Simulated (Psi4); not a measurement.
**[CuCl2]− (SMILES [Cl][Cu-][Cl]) at 3 levels**

Wanted: a comparison of 3 runs (PBE0/def2-SVP, M06-2X/def2-SVPD, SCS-MP2/def2-QZVPP) of [CuCl2]−. 

The calculation is run with Psi4 1.11.

6 further runs of the same task are left out: 4 that didn't finish, 2 set aside as unsound or not needed.

## Step 1: The molecule

The species is [CuCl2]− (3 atoms), meant as a singlet with charge -1. SMILES: `[Cl][Cu-][Cl]`. Geometry: a GFN2-xTB relaxation, a rough one for these elements and not checked as a minimum.

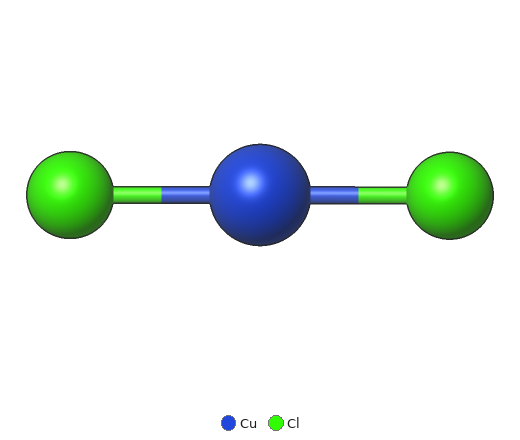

Viewed from a chosen angle; copper blue, chlorine green.

## Step 2: Energy and gradient at PBE0/def2-SVP (run 1)

cl2cu.xyz reads:

```xyz
3
Cl2Cu
Cu     0.002530     0.001450     0.000550
Cl    -0.016800    -0.020410     2.083530
Cl     0.014270     0.018960    -2.084090
```

calc.py reads:

```python
import psi4

psi4.set_memory('1600 MB')
psi4.set_num_threads(1)
psi4.core.set_output_file('cl2cu.out', False)

with open('cl2cu.xyz') as f:
    atoms = ''.join(f.readlines()[2:])
m = psi4.geometry('-1 1\n' + atoms + 'symmetry c1\nno_reorient\nno_com')

psi4.set_options({
    'basis': 'def2-SVP',
    'puream': True,
    'e_convergence': 1e-09,
    'd_convergence': 1e-08,
    'scf_type': 'pk',
    'dft_radial_points': 99,
    'dft_spherical_points': 590,
})

result, w = psi4.gradient('PBE0', return_wfn=True)
psi4.oeprop(w, 'LOWDIN_CHARGES', 'DIPOLE', 'WIBERG_LOWDIN_INDICES', title='PBE0')
print('gradient / Eh bohr^-1')
print(result.np.round(6))
print(f'energy = {w.energy():.10f} Eh')
```

On the command line:

```console
$ python calc.py
```

cl2cu.out:

```text
[...]
  Running in c1 symmetry.
[...]
  Nuclear repulsion =  287.065732134650204
[...]
  Multiplicity = 1
[...]
  Nalpha       = 32
  Nbeta        = 32
[...]
    Number of basis functions: 67
[...]
   @RKS iter   1: -2557.57779680759222   -1.29583e-01   3.29934e-02 DIIS/ADIIS
[...]
   @RKS iter  13: -2560.03237042922956   -9.09495e-12   1.00216e-09 DIIS
[...]
    Orbital Energies [Eh]
    ---------------------
    Doubly Occupied:
       1A   -323.134849     2A   -101.418136     3A   -101.418036
       4A    -38.740516     5A    -33.922872     6A    -33.919174
       7A    -33.919174     8A     -9.268586     9A     -9.268467
      10A     -7.006095    11A     -7.005981    12A     -7.002445
      13A     -7.002445    14A     -7.002331    15A     -7.002331
      16A     -4.132301    17A     -2.620134    18A     -2.606803
      19A     -2.606803    20A     -0.578189    21A     -0.570228
      22A     -0.180719    23A     -0.131836    24A     -0.131834
      25A     -0.122578    26A     -0.103077    27A     -0.103077
      28A     -0.070806    29A     -0.070806    30A     -0.046953
      31A     -0.043462    32A     -0.043461
[...]
  @RKS Final Energy: -2560.03237042922956
   => Energetics <=
    Nuclear Repulsion Energy =            287.0657321346502044
    One-Electron Energy =               -4146.2221329757403510
    Two-Electron Energy =                1392.3941352500796711
    DFT Exchange-Correlation Energy =     -93.2701048382194244
    Empirical Dispersion Energy =           0.0000000000000000
    VV10 Nonlocal Energy =                  0.0000000000000000
    Total Energy =                      -2560.0323704292300135
[...]
  -Total Gradient:
     Atom            X                  Y                   Z
    ------   -----------------  -----------------  -----------------
       1        0.000069786953     0.000037880825     0.000424833282
       2        0.000086029841     0.000133952730    -0.016368085553
       3       -0.000155605486    -0.000171710951     0.015943008193
[...]
 Multipole Moments:
 ------------------------------------------------------------------------------------
     Multipole            Electronic (a.u.)      Nuclear  (a.u.)        Total (a.u.)
 ------------------------------------------------------------------------------------
 L = 1.  Multiply by 2.5417464519 to convert [e a0] to [Debye]
 Dipole X            :         -0.0544411            0.0573721            0.0029310
 Dipole Y            :         -0.0312076            0.0328812            0.0016736
 Dipole Z            :         -0.0102959            0.0121509            0.0018550
 Magnitude           :                                                    0.0038513
[...]
```

Standard output:

```text
gradient / Eh bohr^-1
[[ 7.0000e-05  3.8000e-05  4.2500e-04]
 [ 8.6000e-05  1.3400e-04 -1.6368e-02]
 [-1.5600e-04 -1.7200e-04  1.5943e-02]]
energy = -2560.0323704292 Eh
```

Wall time 13 s (1 thread of AMD EPYC 7R43 (Zen 3), shared host); peak memory 0.47 GiB.

## Step 3: The energy at M06-2X/def2-SVPD (run 2)

calc.dat reads:

```
memory 1600 MB

molecule geom {
  -1 1
  Cu     0.002530     0.001450     0.000550
  Cl    -0.016800    -0.020410     2.083530
  Cl     0.014270     0.018960    -2.084090
  units angstrom
  symmetry c1
}

set {
  puream               true
  e_convergence        1e-09
  d_convergence        1e-08
  scf_type             pk
  dft_radial_points    99
  dft_spherical_points 590
}

energy_value, wavefunction = energy('m06-2x/def2-SVPD', return_wfn=True)
oeprop(wavefunction, 'LOWDIN_CHARGES', 'MULLIKEN_CHARGES', 'QUADRUPOLE', title='M06-2X')
```

On the command line:

```console
$ psi4 -n 1 calc.dat calc.out
```

calc.out, shortened:

```text
[...]
  Running in c1 symmetry.
[...]
  Nuclear repulsion =  287.065732134650261
[...]
  Multiplicity = 1
[...]
  Nalpha       = 32
  Nbeta        = 32
[...]
    Number of basis functions: 88
[...]
   @RKS iter   1: -2558.12584476981920   -4.11089e-01   2.55091e-02 DIIS/ADIIS
[...]
   @RKS iter  13: -2560.56072622507190   -4.54747e-13   2.08925e-09 DIIS
[...]
  @RKS Final Energy: -2560.56072622507190
   => Energetics <=
    Nuclear Repulsion Energy =            287.0657321346502613
    One-Electron Energy =               -4144.8624450191709911
    Two-Electron Energy =                1355.8576581988304497
    DFT Exchange-Correlation Energy =     -58.6216715393817651
    Empirical Dispersion Energy =           0.0000000000000000
    VV10 Nonlocal Energy =                  0.0000000000000000
    Total Energy =                      -2560.5607262250719032
[...]
 Multipole Moments:
 ------------------------------------------------------------------------------------
     Multipole            Electronic (a.u.)      Nuclear  (a.u.)        Total (a.u.)
 ------------------------------------------------------------------------------------
 L = 1.  Multiply by 2.5417464519 to convert [e a0] to [Debye]
 Dipole X            :         -0.0123046            0.0069311           -0.0053735
 Dipole Y            :          0.0033467           -0.0013152            0.0020315
 Dipole Z            :         -0.0000000           -0.0000000           -0.0000000
 Magnitude           :                                                    0.0057447
 L = 2.  Multiply by 1.3450342976 to convert [e a0^2] to [Debye ang]
 Quadrupole XX       :        -31.7095332            0.0668418          -31.6426914
 Quadrupole XY       :         -6.1052804            5.8885104           -0.2167700
[...]
  Mulliken Charges: (a.u.)
   Center  Symbol    Alpha    Beta     Spin     Total
       1    CU    14.27852 14.27852  0.00000  0.44296
       2    CL     8.86073  8.86073  0.00000 -0.72146
       3    CL     8.86075  8.86075  0.00000 -0.72150
   Total alpha = 32.00000, Total beta = 32.00000, Total charge = -1.00000
  Lowdin Charges: (a.u.)
   Center  Symbol    Alpha    Beta     Spin     Total
       1    CU    14.41996 14.41996  0.00000  0.16007
       2    CL     8.78988  8.78988  0.00000 -0.57975
       3    CL     8.79016  8.79016  0.00000 -0.58032
[...]
```

It took 22 s on 1 thread of AMD EPYC 7R43 (Zen 3), shared host; peak memory 0.73 GiB.

## Step 4: The energy at SCS-MP2/def2-QZVPP (density fitting) (run 3)

calc.in reads:

```
memory 1.6 GB

molecule {
  -1 1
  Cu     0.002530     0.001450     0.000550
  Cl    -0.016800    -0.020410     2.083530
  Cl     0.014270     0.018960    -2.084090
  units angstrom
  no_reorient
  no_com
}

set globals {
  basis def2-QZVPP
  scf_type df
  freeze_core true
  mp2_type df
}

e_tot = energy('scs-mp2')
```

On the command line:

```console
$ psi4 calc.in calc.out -n 1
```

calc.out:

```text
[...]
  Running in c1 symmetry.
[...]
  Nuclear repulsion =  287.065732134650204
[...]
  Multiplicity = 1
[...]
  Nalpha       = 32
  Nbeta        = 32
[...]
    Number of basis functions: 240
[...]
   @DF-RHF iter   1: -2555.38576816624982   -4.77726e-01   1.60533e-02 DIIS/ADIIS
[...]
   @DF-RHF iter  14: -2558.20918347330144   -1.59162e-11   4.40052e-09 DIIS
[...]
    Orbital Energies [Eh]
    ---------------------
    Doubly Occupied:
       1A   -328.626915     2A   -104.597201     3A   -104.597138
       4A    -40.660651     5A    -35.459727     6A    -35.459727
       7A    -35.457058     8A    -10.323088     9A    -10.323012
      10A     -7.789923    11A     -7.789846    12A     -7.789365
      13A     -7.789365    14A     -7.789291    15A     -7.789291
      16A     -4.850648    17A     -3.166253    18A     -3.159661
      19A     -3.159660    20A     -0.849333    21A     -0.840319
      22A     -0.359736    23A     -0.355969    24A     -0.355969
      25A     -0.325700    26A     -0.325700    27A     -0.265037
      28A     -0.251857    29A     -0.251856    30A     -0.219629
      31A     -0.219239    32A     -0.219238
[...]
  @DF-RHF Final Energy: -2558.20918347330144
   => Energetics <=
    Nuclear Repulsion Energy =            287.0657321346502044
    One-Electron Energy =               -4147.7150188371551849
    Two-Electron Energy =                1302.4401032292034870
    Total Energy =                      -2558.2091834733014366
[...]
 Multipole Moments:
 ------------------------------------------------------------------------------------
     Multipole            Electronic (a.u.)      Nuclear  (a.u.)        Total (a.u.)
 ------------------------------------------------------------------------------------
 L = 1.  Multiply by 2.5417464519 to convert [e a0] to [Debye]
 Dipole X            :         -0.0531384            0.0573721            0.0042337
 Dipole Y            :         -0.0304592            0.0328812            0.0024220
 Dipole Z            :         -0.0103684            0.0121509            0.0017825
 Magnitude           :                                                    0.0051930
[...]
	SCS-MP2 Total Energy (a.u.)        : -2559.13428361350179
	SOS-MP2 Total Energy (a.u.)        : -2559.02976538100847
	SCSN-MP2 Total Energy (a.u.)       : -2558.76103974086482
[...]
	SOS-PI-MP2 Total Energy (a.u.)     : -2559.16652903229306
[...]
	MP2 Total Energy (a.u.)            : -2559.20655642720340
[...]
```

Run time: 2.4 min. Hardware: 1 thread of AMD EPYC 7R43 (Zen 3), shared host; peak memory 1.8 GiB.

## Step 5: Overview of the runs

```
run                                 level      task  integrals   energy (Eh)  HOMO energy (eV)  LUMO energy (eV)  HOMO–LUMO gap (eV)  wall time
  1                         PBE0/def2-SVP  gradient         pk  -2560.032370             -1.18              4.70                5.88       13 s
  2                      M06-2X/def2-SVPD    energy         pk  -2560.560726             -3.96              3.86                7.82       22 s
  3  SCS-MP2/def2-QZVPP (density fitting)    energy         df  -2559.134284             -5.97              5.23               11.20    2.4 min
```

## Step 6: What came out

```
                                                    quantity           value
                                         run 3: total energy  -2559.13428 Eh
                  run 3: HOMO energy (Hartree–Fock orbitals)        -5.97 eV
                  run 3: LUMO energy (Hartree–Fock orbitals)         5.23 eV
run 3: HOMO–LUMO gap (to an unbound level, set by the basis)        11.20 eV
         run 3: correlation energy (19 core orbitals frozen)      -925.1 mEh
```

In words: Totals of different functionals can't be ranked against each other. All runs together took 3 min, the longest 2.4 min.
